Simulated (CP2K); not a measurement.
# Two attempts at BBrH (SMILES [BH]Br)

Aim: energy and forces of BBrH at PM3.

The calculation is run with CP2K 2026.2.

### 1 The structure to begin with

BBrH has 3 atoms, charge 0, and is taken as a doublet. As SMILES, `[BH]Br`. Geometry: relaxed at PBE0-D4/def2-TZVP.

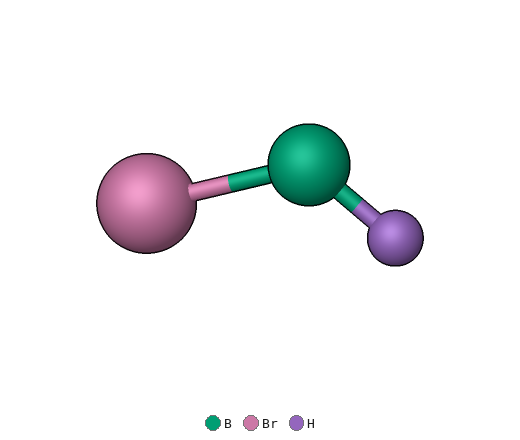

The structure, seen from a chosen angle (boron teal, bromine pink, hydrogen purple).

### 2 Try one

calc.inp

```
&FORCE_EVAL
  METHOD QS
  &DFT
    CHARGE 0
    MULTIPLICITY 2
    UNRESTRICTED_KOHN_SHAM T
    &QS
      METHOD B3LYP
      EPS_DEFAULT 1.0E-10
      &SE
        &COULOMB
          CUTOFF [angstrom] 50
          RC_RANGE [angstrom] 0
        &END COULOMB
        &EXCHANGE
          CUTOFF [angstrom] 50
          RC_RANGE [angstrom] 0
        &END EXCHANGE
      &END SE
    &END QS
    # no periodic images
    &POISSON
      PERIODIC NONE
      POISSON_SOLVER ANALYTIC
    &END POISSON
    # self-consistent field
    &SCF
      SCF_GUESS ATOMIC
      EPS_SCF 1.0E-06
      MAX_SCF 150
      ADDED_MOS 4
      &DIAGONALIZATION
        ALGORITHM STANDARD
      &END DIAGONALIZATION
      &MIXING
        METHOD DIRECT_P_MIXING
        ALPHA 0.4
      &END MIXING
    &END SCF
    &PRINT
      &MOMENTS
        PERIODIC F
        REFERENCE COM
        MAX_MOMENT 1
      &END MOMENTS
      &MO ON
        ENERGIES T
        OCCUPATION_NUMBERS T
        NDIGITS 6
        &EACH
          QS_SCF 0
        &END EACH
        ADD_LAST NUMERIC
      &END MO
      &HIRSHFELD OFF
      &END HIRSHFELD
    &END PRINT
  &END DFT
  # structure
  &SUBSYS
    # box in angstrom
    &CELL
      ABC [angstrom] 10.3 9.1 9.3
      PERIODIC NONE
    &END CELL
    &COORD
      B     -0.094500    -0.523000    -0.115700
      Br     1.181000     0.563200     0.709800
      H     -1.097400    -0.105000    -0.607300
    &END COORD
    &TOPOLOGY
      &CENTER_COORDINATES
      &END CENTER_COORDINATES
    &END TOPOLOGY
  &END SUBSYS
  # extra output
  &PRINT
    &FORCES ON
    &END FORCES
  &END PRINT
&END FORCE_EVAL
&GLOBAL
  PROJECT calc
  RUN_TYPE ENERGY_FORCE
  PRINT_LEVEL MEDIUM
&END GLOBAL
```

Command:

```console
$ OMP_NUM_THREADS=1 cp2k.psmp calc.inp > calc.out
```

The log of the run:

```text
*******************************************************************************
 *   ___                                                                       *
 *  /   \                                                                      *
 * [ABORT]                                                                     *
 *  \___/                   invalid value for enumeration:B3LYP                *
 *    |                                                                        *
 *  O/|                                                                        *
 * /| |                                                                        *
 * / \                                     input/input_enumeration_types.F:215 *
 *******************************************************************************

 ===== Routine Calling Stack =====

            6 val_create_parsing
            5 section_vals_parse
            4 section_vals_parse
            3 section_vals_parse
            2 section_vals_parse
            1 read_input

Program received signal SIGABRT: Process abort signal.

Backtrace for this error:
#0  0x4456b91af957 in ???
#1  0x4456d9a64cac in __pthread_kill_implementation
#2  0x4456d9a0bfb7 in raise
#3  0x4456d99f5d37 in abort
#4  0x4456b9882d83 in ???
#5  0x4456b9884297 in ???
#6  0x4456b9884497 in ???
#7  0x4456b99e226f in ???
#8  0x4456b99f183b in ???
#9  0x4456b99f367b in ???
#10  0x4456b99f38f7 in ???
#11  0x4456b99f38f7 in ???
#12  0x4456b99f38f7 in ???
#13  0x4456b92c9807 in ???
#14  0x4456b9b34e8b in ???
#15  0x4456b9b39d0b in ???
#16  0x4456b9250db3 in ???
#17  0x4456b924ef13 in ???
#18  0x4456d99f6573 in __libc_start_call_main
#19  0x4456d99f6657 in __libc_start_main_impl
#20  0x4456b924f06f in ???
#21  0xffffffffffffffff in ???
```

Run time: 0.2 s. Hardware: 1 thread of Arm Neoverse V1, shared host.

### 3 What went wrong

The input was rejected.

The log says `\___/                   invalid value for enumeration:B3LYP`. What is wrong: the keyword for the method is given a word that it doesn't take.

### 4 Second attempt

molecule.inp

```
&GLOBAL
    PROJECT molecule
    RUN_TYPE ENERGY_FORCE
    PRINT_LEVEL MEDIUM
&END GLOBAL

&FORCE_EVAL
    METHOD Quickstep
    &DFT
        MULTIPLICITY 2
        SPIN_POLARIZED T
        ! Quickstep
        &QS
            METHOD PM3
            EPS_DEFAULT 1.0E-10
            &SE
                &COULOMB
                    CUTOFF [angstrom] 50
                    RC_RANGE [angstrom] 0
                &END COULOMB
                &EXCHANGE
                    CUTOFF [angstrom] 50
                    RC_RANGE [angstrom] 0
                &END EXCHANGE
            &END SE
        &END QS
        ! cluster boundary conditions
        &POISSON
            PERIODIC NONE
            POISSON_SOLVER ANALYTIC
        &END POISSON
        ! SCF settings
        &SCF
            SCF_GUESS ATOMIC
            EPS_SCF 1.0E-06
            MAX_SCF 150
            ADDED_MOS 4
            &DIAGONALIZATION
                ALGORITHM STANDARD
            &END DIAGONALIZATION
            &MIXING
                METHOD DIRECT_P_MIXING
                ALPHA 0.4
            &END MIXING
        &END SCF
        &PRINT
            &MOMENTS
                PERIODIC F
                REFERENCE COM
                MAX_MOMENT 1
            &END MOMENTS
            &MO ON
                ENERGIES T
                OCCUPATION_NUMBERS T
                NDIGITS 6
                &EACH
                    QS_SCF 0
                &END EACH
                ADD_LAST NUMERIC
            &END MO
            &HIRSHFELD OFF
            &END HIRSHFELD
        &END PRINT
    &END DFT
    ! structure
    &SUBSYS
        ! box in angstrom
        &CELL
            ABC 10.3 9.1 9.3
            PERIODIC NONE
        &END CELL
        &COORD
            B     -0.094500    -0.523000    -0.115700
            Br     1.181000     0.563200     0.709800
            H     -1.097400    -0.105000    -0.607300
        &END COORD
        &TOPOLOGY
            &CENTER_COORDINATES
            &END CENTER_COORDINATES
        &END TOPOLOGY
    &END SUBSYS
    ! extra output
    &PRINT
        &FORCES ON
        &END FORCES
    &END PRINT
&END FORCE_EVAL
```

Command:

```console
$ OMP_NUM_THREADS=1 cp2k.psmp molecule.inp > molecule.out
```

The log of the run:

```text
CP2K| version string:                                       CP2K version 2026.2
 CP2K| Input file name                                              molecule.inp

[... 38 lines left out ...]
 *** WARNING in qs_environment.F:2210 :: More added MOs requested than     ***
[... 123 lines left out ...]
  Step     Update method      Time    Convergence         Total energy    Change
[... 27 lines left out ...]
  Total energy [eV]:                                         -424.40115123481530
[... 36 lines left out ...]
 SE_DIPOLE| Dipole type                                             non-periodic
[... 1 line left out ...]
 SE_DIPOLE| Moment [Debye]          0.80738438       2.48967940       0.74563006
[... 40 lines left out ...]
 dbcsr_finalize                     663 11.0    0.002    0.002    0.005    0.005
[... 2 lines left out ...]
 -------------------------------------------------------------------------------
```

Run time: 0.26 s. Hardware: 1 thread of Arm Neoverse V1, shared host.

### 5 What came out

Level: PM3.

```
                          quantity          value
                      total energy   -15.59646 Eh
                     dipole moment         2.72 D
HOMO energy (highest over α and β)       -8.17 eV
 LUMO energy (lowest over α and β)       -2.92 eV
                 heat of formation  60.5 kcal/mol
          largest force on an atom     2.326 eV/Å
```

What this shows: The largest force is 2.33 eV/Å: the shape isn't a stationary point for this species at this level.
